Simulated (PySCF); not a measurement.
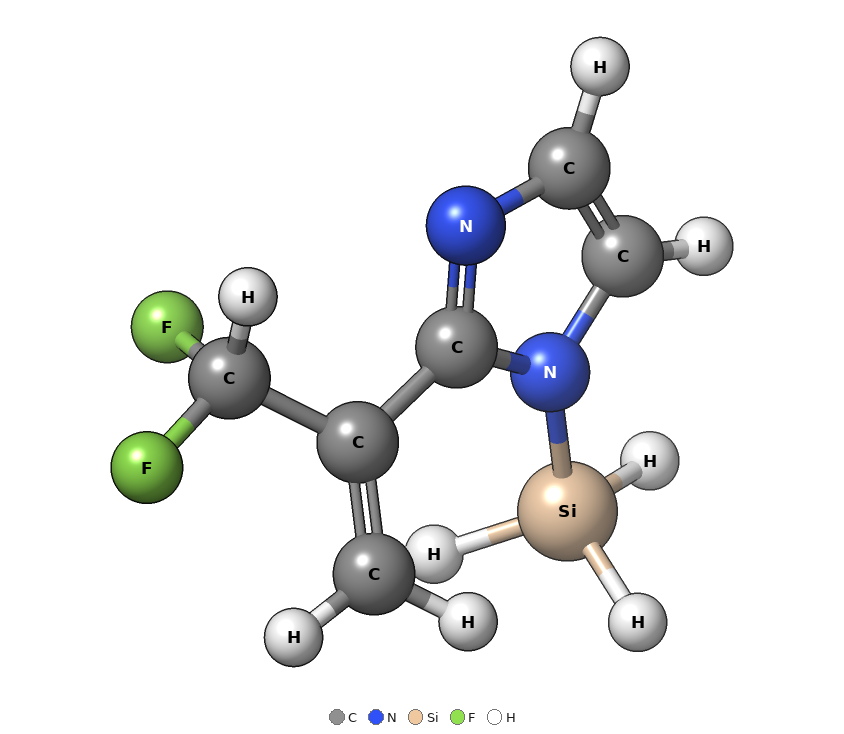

Double and triple bonds are drawn as two and three sticks.

What is the molecular formula?

Answer. C6H8F2N2Si, 19 atoms: 6 carbon, 8 hydrogen, 2 fluorine, 2 nitrogen and 1 silicon.

Count the bonded pairs by element.

Answer. 5 C–H, 4 C–C, 4 C–N, 3 Si–H, 2 C–F, 1 N–Si.

Which point group does it belong to?

Answer. C1.

The parts below concern this one geometry. Atoms keep their numbers from picture to picture. The computed structure is the end point of a PBE0-D3(BJ)/def2-SVP optimisation. No frequency run is at hand to confirm it as a minimum.

**Geometry**

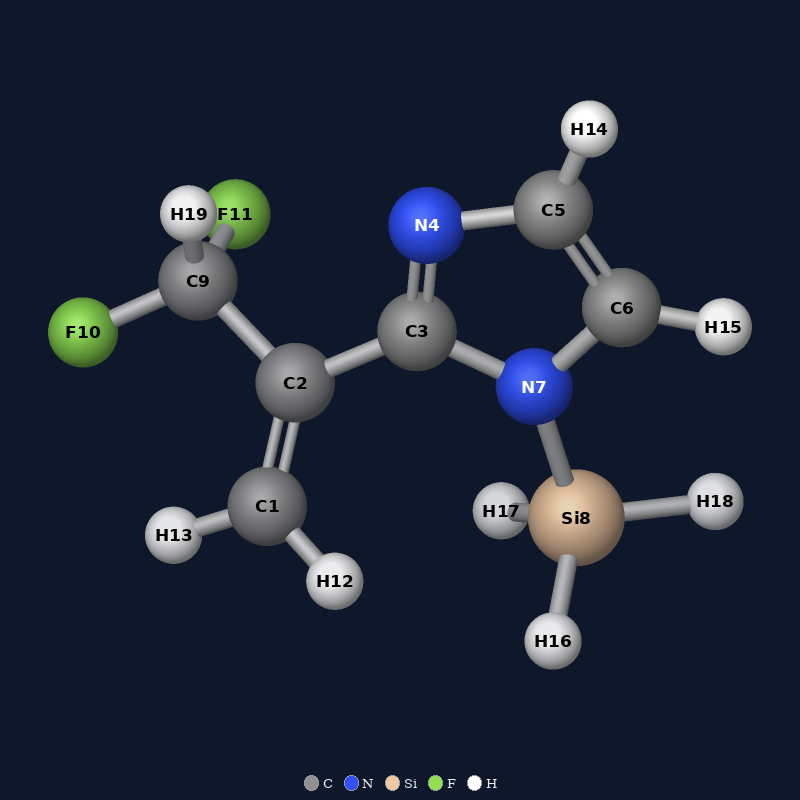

The atoms are numbered. No frequency run is at hand to confirm it as a minimum.

List the bonds and their lengths. Leave out bonds to hydrogen.

```json
{"bond": "C1–C2", "length (Å)": "1.339", "order": "double"}
{"bond": "C2–C3", "length (Å)": "1.460", "order": "single"}
{"bond": "C2–C9", "length (Å)": "1.508", "order": "single"}
{"bond": "C3–N4", "length (Å)": "1.315", "order": "aromatic"}
{"bond": "C3–N7", "length (Å)": "1.380", "order": "aromatic"}
{"bond": "N4–C5", "length (Å)": "1.361", "order": "aromatic"}
{"bond": "C5–C6", "length (Å)": "1.372", "order": "aromatic"}
{"bond": "C6–N7", "length (Å)": "1.383", "order": "aromatic"}
{"bond": "N7–Si8", "length (Å)": "1.787", "order": "single"}
{"bond": "C9–F10", "length (Å)": "1.350", "order": "single"}
{"bond": "C9–F11", "length (Å)": "1.354", "order": "single"}
```

**NMR shielding**

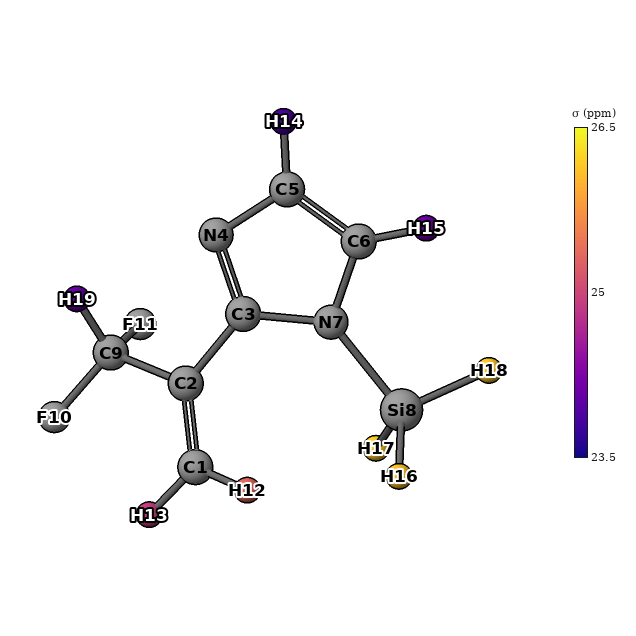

Atoms are coloured by their isotropic NMR shieldings (H only, the others grey). No frequency run is at hand to confirm it as a minimum. Level of theory: GIAO PBE0/pcSseg-1 NMR shielding, non-relativistic, IEF-PCM cyclohexane (PySCF 2.14.0).

Give the isotropic NMR shieldings of the H atoms atom by atom.

```
atom  σ (ppm)
 H12    25.35
 H13    24.91
 H14    23.88
 H15    24.14
 H16    26.08
 H17    26.20
 H18    26.16
 H19    24.08
```

**Electronic properties**

No frequency run is at hand to confirm it as a minimum. Level of theory: PBE0/pcSseg-1 in cyclohexane (IEF-PCM) (PySCF 2.14.0).

Predict the main results.

- dipole moment: 4.66 D
- HOMO energy (Kohn–Sham orbital): −6.67 eV
- LUMO energy (Kohn–Sham orbital): −1.20 eV
- HOMO–LUMO gap: 5.47 eV

**Ring current**

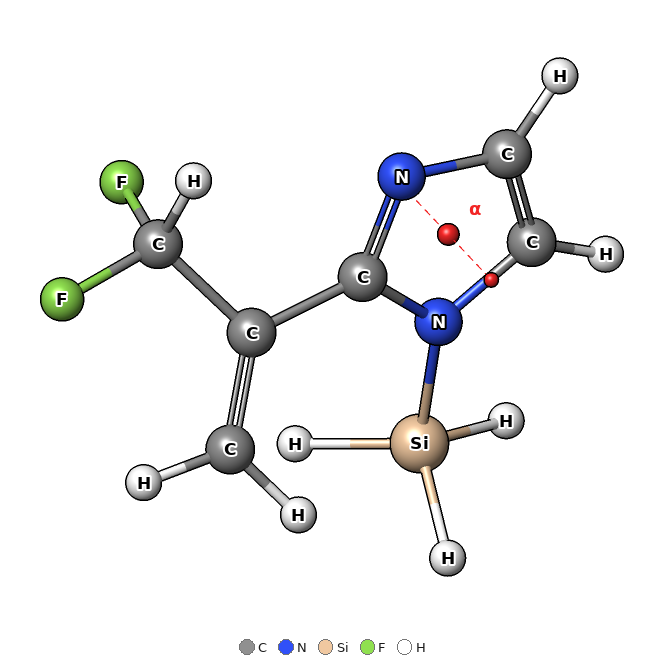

The small points mark where nucleus-independent chemical shifts (NICS) were computed: at the centre of each lettered ring and 1 Å above and below it. No frequency run is at hand to confirm it as a minimum. Level of theory: GIAO PBE0/pcSseg-1 NMR shielding, non-relativistic, IEF-PCM chloroform (PySCF 2.14.0).

Give NICS(0), NICS(1) and the out-of-plane component NICS(1)zz for each ring (means of the two sides).

```json
{"ring": "α", "members": "C3N2", "NICS(0)": "−11.7", "NICS(1)": "−11.0", "NICS(1)zz": "−28.9"}
```

Values in ppm.

What do the values say about the ring currents?

Answer. Ring α: diatropic, as in an aromatic ring. NICS is one index among several.
